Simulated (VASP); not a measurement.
Band structure of SrCl$_{2}$ (fluorite). All values below come from vdW-DF-cx, VASP's PBE PAW potentials (set 64) (plane waves; VASP).

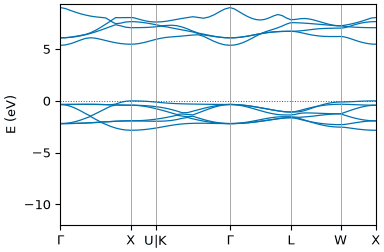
Figure: Bands along high-symmetry lines, zero at the valence-band maximum or, without a gap, the Fermi level

Read the plot: is there a gap, and where are the band edges?

The gap is indirect, 5.37 eV, from the valence maximum at X to the conduction minimum at Γ. (Edges off the drawn lines would not show.)

Measured: gap 7.50 eV (computed value off by -2.13 eV), as given by Andrés Aguado et al., Journal of the Physical Society of Japan (1999), arXiv:cond-mat/9901145.

The compound is SrCl2 in the fluorite structure. It was relaxed first.
